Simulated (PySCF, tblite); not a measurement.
**Si₄H₄O₆, a fragment of a glass network (cage of 4): NMR shifts, core binding energies and electronic excitations**

What NMR shifts, core binding energies and electronic excitations should one expect for `O1[SiH]2O[SiH]3O[SiH]1O[SiH](O2)O3`? It is drawn as: Si Si Si Si, H ends, O bridges.

Programs: tblite 0.8.0 and PySCF 2.14.0. All values are calculated, for the isolated system unless a continuum is named. Atoms count from 0, parts from 1.

## 1. The system as given

14 atoms, charge 0, multiplicity 1; geometry: distance geometry start.

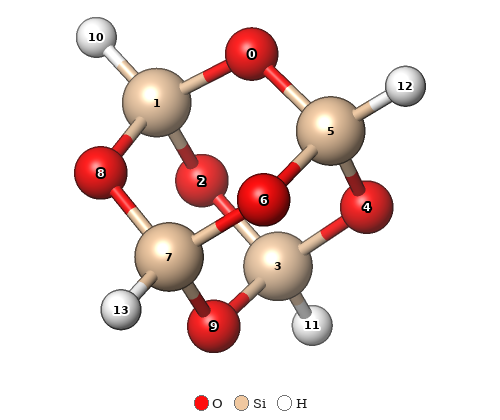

The starting geometry (oxygen red, silicon light orange, hydrogen white), atoms numbered.

## 2. Relaxing the cluster with GFN2-xTB

Job settings and geometry (Å):

```
{"job": {"kind": "relax", "xc": "GFN2-xTB", "basis": "xTB"}, "charge": 0, "multiplicity": 1}
O     -0.455422     1.479765    -1.765056
Si    -1.635851     0.270070    -1.251721
O     -0.954671    -1.316666    -1.687307
Si     0.683291    -1.666420    -1.054182
O      1.732023    -0.334775    -1.596832
Si     1.203458     1.306831    -1.148256
O      1.051094     1.289016     0.649506
Si    -0.041230     0.076752     1.314389
O     -1.614712     0.310452     0.537368
O      0.546727    -1.514909     0.718590
H     -2.942553     0.461120    -1.785054
H      1.166260    -2.947272    -1.459875
H      2.090184     2.310855    -1.623614
H     -0.107393     0.089476     2.689736
```

With the program's defaults for keys left out, this is: GFN2-xTB geometry optimisation, gas phase.

On the command line:

```console
> OMP_NUM_THREADS=1 python cluster_run.py task.json out
```

One launch serves the whole session: the jobs run in the order shown.

The log of the run:

```text
step      E/eV     max force
  0    -922.11353    4.951
  1    -923.52997    2.702
  2    -924.81413    1.823
  3    -925.00361    1.464
  4    -925.17428    1.041
  5    -925.20990    0.388
  6    -925.23754    0.325
  7    -925.25574    0.135
  8    -925.25683    0.044
  9    -925.25695    0.029
 10    -925.25699    0.019
 11    -925.25703    0.015
 12    -925.25706    0.020
 13    -925.25711    0.022
 14    -925.25715    0.019
 15    -925.25717    0.011
 16    -925.25719    0.010
 17    -925.25721    0.014
 18    -925.25723    0.015
 19    -925.25725    0.010
 20    -925.25725    0.005
```

Run time: 0.63 s. Hardware: 1 thread of Intel Xeon 6975P-C, shared host.

Relaxation path:

```tsv
step	energy from step 0 (eV)	largest force (eV/Å)
0	0.0000	4.9512
1	-1.4164	2.7017
2	-2.7006	1.8234
3	-2.8901	1.4638
4	-3.0607	1.0408
5	-3.0964	0.3879
6	-3.1240	0.3254
7	-3.1422	0.1352
8	-3.1433	0.0444
9	-3.1434	0.0289
10	-3.1435	0.0186
11	-3.1435	0.0147
12	-3.1435	0.0201
13	-3.1436	0.0220
14	-3.1436	0.0186
15	-3.1436	0.0110
16	-3.1437	0.0095
17	-3.1437	0.0136
18	-3.1437	0.0147
19	-3.1437	0.0104
20	-3.1437	0.0041
```

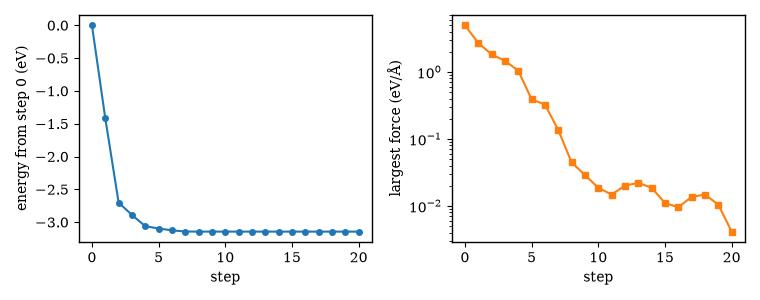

Energy and largest force along the relaxation.

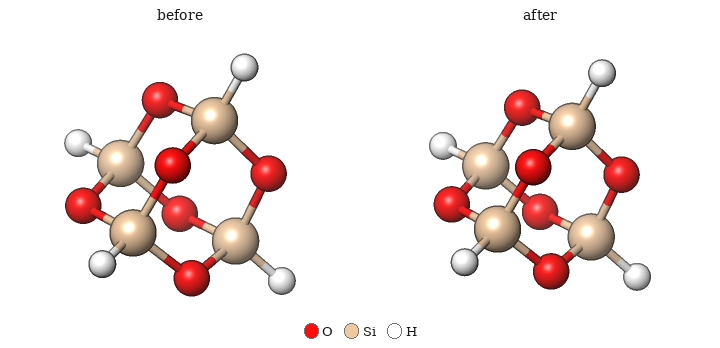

The geometry before (left) and after (right).

Distances of close pairs at the start and the end, largest changes first:

```tsv
bond	before (Å)	after (Å)	change (Å)
Si5–O6	1.804	1.636	-0.168
Si7–O9	1.798	1.636	-0.162
O2–Si3	1.791	1.636	-0.155
Si1–O8	1.790	1.636	-0.154
Si3–O9	1.784	1.636	-0.148
O4–Si5	1.782	1.636	-0.146
Si1–O2	1.781	1.636	-0.145
Si3–O4	1.780	1.636	-0.144
```

## 3. Optimising the geometry at PBE0-D3(BJ)/def2-SVP

Job settings and geometry (Å):

```
{"job": {"xc": "PBE0", "basis": "def2-SVP", "d3": "d3bj", "grid": 2, "kind": "geom", "shake": 0.01}, "charge": 0, "multiplicity": 1}
O     -0.445027     1.350678    -1.138986
Si    -1.553643     0.247617    -0.654386
O     -0.935679    -1.200244    -1.077766
Si     0.609758    -1.520917    -0.485645
O      1.534024    -0.303837    -0.993516
Si     1.050312     1.212871    -0.563497
O      0.924795     1.195849     1.069097
Si    -0.067469     0.068638     1.690308
O     -1.538757     0.302608     1.002366
O      0.463121    -1.378121     1.153482
H     -2.858020     0.461221    -1.191796
H      1.066917    -2.802911    -0.880276
H      1.913140     2.232792    -1.042483
H     -0.169948     0.119150     3.127506
```

The log of the run:

```text
step   0  E = -1610.60227622  max force = 0.034595
step   1  E = -1610.61684870  max force = 0.012985
step   2  E = -1610.61744703  max force = 0.001793
step   3  E = -1610.61746465  max force = 0.000561
step   4  E = -1610.61746691  max force = 0.000333
optimisation converged
```

Wall time 74 s (1 thread of Intel Xeon 6975P-C, shared host); peak memory 1.1 GiB.

Relaxation path:

```tsv
step	energy from step 0 (eV)	largest force component (eV/Å)
0	0.0000	1.7789
1	-0.3965	0.6677
2	-0.4128	0.0922
3	-0.4133	0.0288
4	-0.4134	0.0171
```

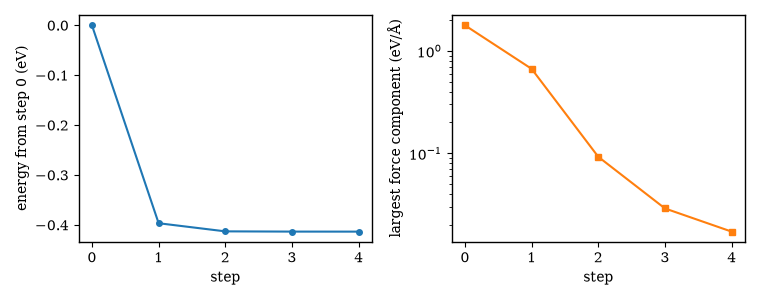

Energy and largest force along the relaxation.

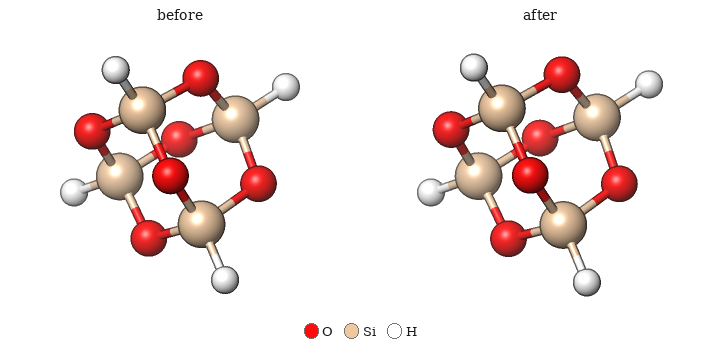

The geometry before (left) and after (right).

Distances of close pairs at the start and the end, largest changes first:

```tsv
bond	before (Å)	after (Å)	change (Å)
O0–Si5	1.608	1.672	+0.064
Si3–O4	1.610	1.672	+0.062
Si3–H11	1.417	1.467	+0.050
Si5–H12	1.419	1.467	+0.048
O6–Si7	1.625	1.672	+0.047
Si1–O2	1.630	1.673	+0.042
Si1–H10	1.427	1.467	+0.040
Si7–O9	1.632	1.671	+0.040
```

The end geometry stands in the next job.

```tsv
at the end point	value
point group (found at 0.08 Å tolerance)	Td (approximate: the rotational constants differ)
rotational constants (GHz, main isotopes)	1.050, 1.050, 1.049
dipole moment (D)	0.00
```

## 4. Nuclear shieldings: PBE0/pcSseg-1

Job settings and geometry (Å):

```
{"job": {"kind": "nmr", "xc": "PBE0", "basis": "pcSseg-1"}, "charge": 0, "multiplicity": 1}
O     -0.467632     1.413160    -1.122832
Si    -1.580887     0.271721    -0.618813
O     -0.927066    -1.209766    -1.037577
Si     0.599360    -1.549084    -0.445613
O      1.573070    -0.290069    -0.957910
Si     1.089340     1.253413    -0.535119
O      0.945431     1.239730     1.130913
Si    -0.070225     0.085194     1.786794
O     -1.553941     0.320581     1.052017
O      0.486514    -1.383209     1.214697
H     -2.919076     0.487777    -1.179196
H      1.097097    -2.865345    -0.859167
H      1.998016     2.295879    -1.024047
H     -0.138972     0.144239     3.250794
```

Method: GIAO PBE0/pcSseg-1 NMR shielding, non-relativistic, gas phase.

The log of the run:

```text
coarse grid: 15496 points
cycle   1  E = -1610.6743514267  dE =  2.133e+00  |g| = 1.619e+00  |ddm| = 4.184e+00
cycle   2  E = -1610.1914680207  dE =  4.829e-01  |g| = 2.301e+00  |ddm| = 2.564e+00
cycle   3  E = -1611.1227031514  dE = -9.312e-01  |g| = 5.547e-02  |ddm| = 1.673e+00
cycle   4  E = -1611.1232126051  dE = -5.095e-04  |g| = 2.214e-02  |ddm| = 8.273e-02
cycle   5  E = -1611.1233019658  dE = -8.936e-05  |g| = 2.030e-03  |ddm| = 2.949e-02
cycle   6  E = -1611.1233026954  dE = -7.296e-07  |g| = 7.758e-04  |ddm| = 2.995e-03
final grid: 136440 points
cycle   7  E = -1611.2388631085  dE = -5.332e-06  |g| = 1.319e-02  |ddm| = 1.805e-02
cycle   8  E = -1611.2388354005  dE =  2.771e-05  |g| = 1.836e-02  |ddm| = 1.812e-02
cycle   9  E = -1611.2388905847  dE = -5.518e-05  |g| = 4.017e-04  |ddm| = 1.086e-02
cycle  10  E = -1611.2388906048  dE = -2.008e-08  |g| = 2.214e-04  |ddm| = 4.669e-04
cycle  11  E = -1611.2388906128  dE = -8.011e-09  |g| = 5.930e-05  |ddm| = 1.725e-04
cycle  12  E = -1611.2388906134  dE = -6.175e-10  |g| = 9.666e-06  |ddm| = 5.534e-05
converged SCF energy = -1611.2388906134

GIAO shielding tensors (ppm)
atom      isotropic    diamagn.    paramagn.     s11        s22        s33       span
  0 O      185.007     404.098    -219.091    175.755    177.311    201.954     26.199
  1 Si     398.794     884.119    -485.325    381.185    381.358    433.840     52.656
  2 O      184.969     404.095    -219.125    175.694    177.292    201.922     26.228
  3 Si     398.811     884.120    -485.308    381.170    381.370    433.894     52.723
  4 O      185.017     404.104    -219.086    175.838    177.275    201.939     26.100
  5 Si     398.839     884.108    -485.269    381.239    381.371    433.906     52.667
  6 O      185.059     404.060    -219.001    175.745    177.330    202.103     26.358
  7 Si     398.871     884.083    -485.212    381.202    381.455    433.956     52.753
  8 O      185.006     404.084    -219.079    175.751    177.263    202.002     26.251
  9 O      185.055     404.082    -219.026    175.848    177.285    202.034     26.186
 10 H       26.530      28.521      -1.991     22.661     22.661     34.267     11.605
 11 H       26.530      28.521      -1.991     22.660     22.663     34.268     11.608
 12 H       26.531      28.480      -1.950     22.659     22.665     34.268     11.609
 13 H       26.531      28.405      -1.874     22.662     22.663     34.268     11.607
```

Run time: 27 s. Hardware: 1 thread of Intel Xeon 6975P-C, shared host; peak memory 1.4 GiB.

Shifts follow as δ = σ(reference) − σ, with reference shieldings (ppm) from runs at the same level and on the same kind of geometry: 1H TMS 31.27, 29Si TMS 352.0, 17O H2O 334.6. The references are single molecules in the gas phase, so shifts against H2O, NH3, PH3, H3PO4 or CFCl3 are not on the usual liquid scales and can be off by tens of ppm. Atoms listed in one row are averaged.

```tsv
atoms	environment	σ (ppm)	δ (ppm)
H10, H11, H12, H13	hydrogen on a silicon bonded to 3 O, in a 6-membered ring	26.53	4.74
O0, O2, O4, O6, O8, O9	oxygen bonded to 2 Si, in a 6-membered ring	185.0	149.5
Si1, Si3, Si5, Si7	silicon bonded to 3 O, H, in a 6-membered ring	398.8	-46.8
```

Charges from the same density, by scheme (e):

```tsv
atoms	Mulliken	IAO	Hirshfeld	ESP fit
O0, O2, O4, O6, O8, O9	-0.75	-0.87	-0.32	-0.76
Si1, Si3, Si5, Si7	1.17	1.42	0.52	1.27
```

Hirshfeld charges:

O0 -0.32; Si1 0.52; O2 -0.32; Si3 0.52; O4 -0.32; Si5 0.52; O6 -0.32; Si7 0.52; O8 -0.32; O9 -0.32; H10 -0.04; H11 -0.04; H12 -0.04; H13 -0.04

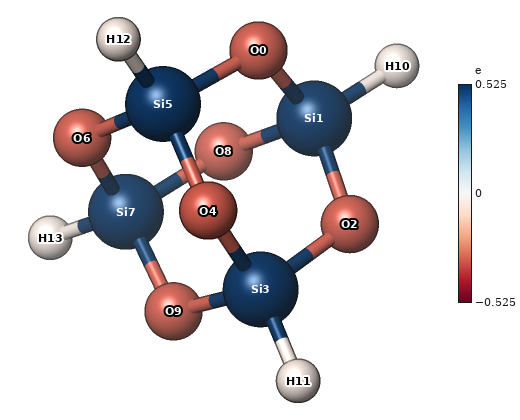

Hirshfeld charges, as colours on the atoms.

Mayer bond orders: O0–Si1 0.91, Si1–O2 0.91, O2–Si3 0.91, Si3–O4 0.91, O4–Si5 0.91, Si5–O6 0.91, O6–Si7 0.91, Si7–O8 0.91, Si7–O9 0.91, Si5–O0 0.91, O8–Si1 0.91, O9–Si3 0.91.

Ring of atoms O0, Si1, O2, Si3, O4, Si5: NICS(0) -1.7, NICS(1) -0.3, NICS(1)zz 1.2 ppm (means of both faces). The ring holds saturated atoms, so no π current runs round it: these values come from its σ bonds, any local π bonds and neighbouring rings, and say nothing of aromaticity.

The two faces differ (NICS(1)zz -1.7 and 4.0 ppm, in the same order).

Ring of atoms O0, Si1, Si5, O6, Si7, O8: NICS(0) -1.7, NICS(1) -0.3, NICS(1)zz 1.2 ppm (means of both faces). The ring holds saturated atoms, so no π current runs round it: these values come from its σ bonds, any local π bonds and neighbouring rings, and say nothing of aromaticity.

The two faces differ (NICS(1)zz -1.7 and 4.0 ppm, in the same order).

Ring of atoms Si1, O2, Si3, Si7, O8, O9: NICS(0) -1.7, NICS(1) -0.3, NICS(1)zz 1.2 ppm (means of both faces). The ring holds saturated atoms, so no π current runs round it: these values come from its σ bonds, any local π bonds and neighbouring rings, and say nothing of aromaticity.

The two faces differ (NICS(1)zz -1.7 and 4.0 ppm, in the same order).

## 5. X-ray photoelectron lines: SCAN, X2C

The job, as its differences from that of step 4:

```diff
@@ -1,2 +1,2 @@
-{"job": {"kind": "nmr", "xc": "PBE0", "basis": "pcSseg-1"}, "charge": 0, "multiplicity": 1}
+{"job": {"kind": "xps", "holes": 5}, "charge": 0, "multiplicity": 1}
 O     -0.467632     1.413160    -1.122832
```

Method: delta-SCF UKS SCAN, pcX-2 on the ionised atom, pcseg-1 elsewhere, spin-free X2C.

The log of the run:

```text
ground state, core basis on atom 6 (O), 207 functions
  cycle   1  E = -1614.03661156  |g| = 1.64e+00
  cycle   2  E = -1613.10363698  |g| = 2.75e+00
  cycle   3  E = -1614.51826277  |g| = 1.43e-01
  cycle   4  E = -1614.51919205  |g| = 1.35e-01
  cycle   5  E = -1614.52240497  |g| = 2.26e-02
  cycle   6  E = -1614.52250152  |g| = 7.83e-03
  cycle   7  E = -1614.52251370  |g| = 4.42e-03
  cycle   8  E = -1614.52251569  |g| = 7.95e-04
  cycle   9  E = -1614.52251553  |g| = 4.87e-05
  E(ground) = -1614.67324681 Eh
hole in O 1s of atom 6
  cycle   1  E = -1593.90351112  |g| = 2.23e+00
  cycle   2  E = -1593.34993888  |g| = 2.27e+00
  cycle   3  E = -1594.64787040  |g| = 5.16e-01
  cycle   4  E = -1594.68086173  |g| = 3.89e-01
  cycle   5  E = -1594.73718022  |g| = 6.34e-02
  cycle   6  E = -1594.73800220  |g| = 4.10e-02
  cycle   7  E = -1594.73865139  |g| = 5.97e-03
  cycle   8  E = -1594.73866377  |g| = 1.71e-03
  cycle   9  E = -1594.73866448  |g| = 7.81e-04
  cycle  10  E = -1594.73866643  |g| = 6.84e-04
  cycle  11  E = -1594.73866537  |g| = 9.66e-05
  E(ion) = -1594.88981767 Eh   <S^2> = 0.7621   hole on atom = 1.000   binding energy = 538.335 eV
ground state, core basis on atom 7 (Si), 218 functions
  cycle   1  E = -1614.60087921  |g| = 3.15e-01
  cycle   2  E = -1614.59427884  |g| = 2.32e-01
  cycle   3  E = -1614.59755496  |g| = 1.84e-01
  cycle   4  E = -1614.60381711  |g| = 3.00e-02
  cycle   5  E = -1614.60397093  |g| = 7.37e-03
  cycle   6  E = -1614.60397932  |g| = 1.59e-03
  cycle   7  E = -1614.60398166  |g| = 6.75e-04
  cycle   8  E = -1614.60398153  |g| = 2.36e-04
  E(ground) = -1614.71641912 Eh
hole in Si 2p of atom 7
  cycle   1  E = -1610.26656507  |g| = 1.24e+00
  cycle   2  E = -1610.10979825  |g| = 1.18e+00
  cycle   3  E = -1610.52109569  |g| = 3.85e-01
  cycle   4  E = -1610.57806145  |g| = 1.23e-01
  cycle   5  E = -1610.58272670  |g| = 4.34e-02
  cycle   6  E = -1610.58344641  |g| = 1.94e-02
  cycle   7  E = -1610.58357393  |g| = 6.18e-03
  cycle   8  E = -1610.58358777  |g| = 7.95e-04
  cycle   9  E = -1610.58358898  |g| = 7.72e-04
  cycle  10  E = -1610.58359034  |g| = 1.58e-04
  E(ion) = -1610.70800579 Eh   <S^2> = 0.7516   hole on atom = 1.003   binding energy = 109.074 eV
  2p3/2 = 108.898 eV   2p1/2 = 109.525 eV
```

Wall time 18 s (1 thread of Intel Xeon 6975P-C, shared host); peak memory 0.85 GiB.

The holes in one table. −ε is the ground-state orbital energy:

```tsv
hole	stands for	environment	ΔSCF (eV; 2p as the shell's mean)	−ε (eV)	⟨S²⟩
O1s on O6	O0, O2, O4, O6, O8, O9	oxygen bonded to 2 Si, in a 6-membered ring	538.33	517.0	0.762
Si2p on Si7	Si1, Si3, Si5, Si7	silicon bonded to 3 O, H, in a 6-membered ring	109.11	98.2	0.752
```

Each hole run stands for the others of its class of like atoms.

With the spin-orbit splitting: Si7 2p3/2 108.90, 2p1/2 109.52 eV. The table gives each 2p level as the mean over the whole 2p shell (two parts 2p3/2, one part 2p1/2), which differs a little from the single hole in the log.

## 6. Excited states and response: CAM-B3LYP/def2-SVPD

The job, as its differences from that of step 5:

```diff
@@ -1,2 +1,2 @@
-{"job": {"kind": "xps", "holes": 5}, "charge": 0, "multiplicity": 1}
+{"job": {"kind": "uv", "xc": "CAM-B3LYP", "basis": "def2-SVPD", "nstates": 6, "ntriplets": 2, "ip": true}, "charge": 0, "multiplicity": 1}
 O     -0.467632     1.413160    -1.122832
```

With the program's defaults for keys left out, this is: TDDFT CAM-B3LYP/def2-SVPD, vertical, gas phase, core orbitals frozen in the response.

The log of the run:

```text
coarse grid: 15496 points
cycle   1  E = -1610.7887255953  dE =  2.202e+00  |g| = 1.581e+00  |ddm| = 7.692e+00
cycle   2  E = -1610.5682103396  dE =  2.205e-01  |g| = 1.953e+00  |ddm| = 7.463e+00
cycle   3  E = -1611.2525767572  dE = -6.844e-01  |g| = 4.788e-02  |ddm| = 3.830e+00
cycle   4  E = -1611.2531232772  dE = -5.465e-04  |g| = 2.023e-02  |ddm| = 1.977e-01
cycle   5  E = -1611.2532179261  dE = -9.465e-05  |g| = 2.604e-03  |ddm| = 8.478e-02
cycle   6  E = -1611.2532200330  dE = -2.107e-06  |g| = 4.206e-04  |ddm| = 1.344e-02
final grid: 136440 points
cycle   7  E = -1611.5035080591  dE = -1.537e-05  |g| = 1.726e-03  |ddm| = 6.305e-02
cycle   8  E = -1611.5035079636  dE =  9.558e-08  |g| = 2.034e-03  |ddm| = 8.170e-03
cycle   9  E = -1611.5035086811  dE = -7.175e-07  |g| = 1.383e-04  |ddm| = 3.057e-03
cycle  10  E = -1611.5035086836  dE = -2.523e-09  |g| = 1.208e-04  |ddm| = 6.324e-04
cycle  11  E = -1611.5035086862  dE = -2.659e-09  |g| = 2.154e-05  |ddm| = 2.229e-04
cycle  12  E = -1611.5035086863  dE = -9.595e-11  |g| = 5.642e-06  |ddm| = 6.537e-05
converged SCF energy = -1611.5035086863

Static polarisability (au): isotropic 88.924, principal 88.913 88.923 88.935

Singlet excitations
state   eV       nm        f      main configurations
  1   8.9290    138.9   0.00000   H-2->L+1 0.40, H-1->L+2 0.15
  2   8.9298    138.8   0.00000   H-1->L+1 0.26, H-2->L 0.12, H-1->L+2 0.11
  3   8.9304    138.8   0.00000   H->L+2 0.47, H->L 0.09, H-2->L+2 0.08
  4   9.0290    137.3   0.03656   H->L+1 0.61
  5   9.0299    137.3   0.03659   H-1->L+2 0.41, H-1->L+1 0.20, H-2->L+1 0.09
  6   9.0311    137.3   0.03663   H-2->L+2 0.58, H-1->L+1 0.09

Triplet excitations (Tamm-Dancoff, eV): 8.6585 8.6587
```

Wall time 2.9 min (1 thread of Intel Xeon 6975P-C, shared host); peak memory 1.8 GiB.

The orbitals next to the gap, with their largest atomic shares:

```tsv
orbital	eV	atoms
HOMO−3	-11.37	O8 13 %, O4 12 %, O0 12 %
HOMO−2	-11.02	O6 35 %, O0 31 %, O4 11 %
HOMO−1	-11.02	O8 33 %, O2 33 %, O6 10 %
HOMO	-11.02	O9 38 %, O4 27 %, O8 13 %
LUMO	1.20	Si7 14 %, Si5 14 %, Si1 14 %
LUMO+1	1.25	Si7 11 %, Si3 11 %, Si5 11 %
LUMO+2	1.25	Si1 11 %, Si3 11 %, Si5 11 %
```

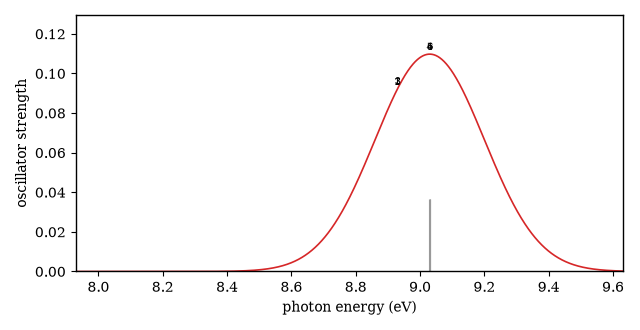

Absorption spectrum from the 6 singlet states computed; above the last one it falls off for lack of states. Lines are broadened to a width of 0.40 eV (Gaussian).

Ground-state properties from the same run:

```tsv
property	computed
dipole moment (D)	0.00
polarisability (Å³)	13.18
HOMO–LUMO gap (eV)	12.22
−ε(HOMO) (eV)	11.02
```

## 7. What came out

| quantity | value |
| --- | --- |
| point group | Td (approximate) |
| rotational constants (main isotopes) | 1.05, 1.05, 1.05 GHz |
| 1H shifts against TMS (PBE0/pcSseg-1, means over atoms taken as alike) | 4.74 ppm |
| 17O shifts against H2O (PBE0/pcSseg-1, means over atoms taken as alike) | 149.5 ppm |
| 29Si shifts against TMS (PBE0/pcSseg-1, means over atoms taken as alike) | -46.8 ppm |
| O1s binding energies, SCAN/pcX-2 | O6 538.33 eV |
| Si2p binding energies, SCAN/pcX-2 | Si7 109.11 eV |
| lowest singlet (CAM-B3LYP/def2-SVPD) | 8.93 eV (139 nm), f = 0.000 |
| brightest single state of those computed | state 6, 9.03 eV, f = 0.037 |
| lowest triplet | 8.66 eV |

**Reading.** The start of the PBE0/def2-SVP relaxation was shaken at random by about 0.01 Å, so part of the energy gained, and of the first lengths quoted, undoes that. Relaxing lowered the energy by 0.413 eV in 4 steps; the close pair that moved most is O0–Si5, from 1.608 to 1.672 Å (PBE0/def2-SVP). No frequency check was run at this level, so the end point may be a saddle. At PBE0/pcSseg-1: The widest tensor belongs to Si1, Si3, Si5, Si7: span 53 ppm, with a paramagnetic part of -485 ppm. The first singlet state (HOMO−2→LUMO+1 0.40, HOMO−1→LUMO+2 0.15) lies at 8.93 eV and is dark; of the 6 states computed, the strongest absorption comes from states 4 to 6 together at 9.03 eV (the last computed, so partners may be missing). The lowest triplet lies 0.27 eV below the lowest singlet (triplets in Tamm-Dancoff, singlets in full TDDFT). A capped cluster stands for the solid here, so long-range fields and strain are missing, and bands or shifts of the capping hydrogens have no counterpart in it.
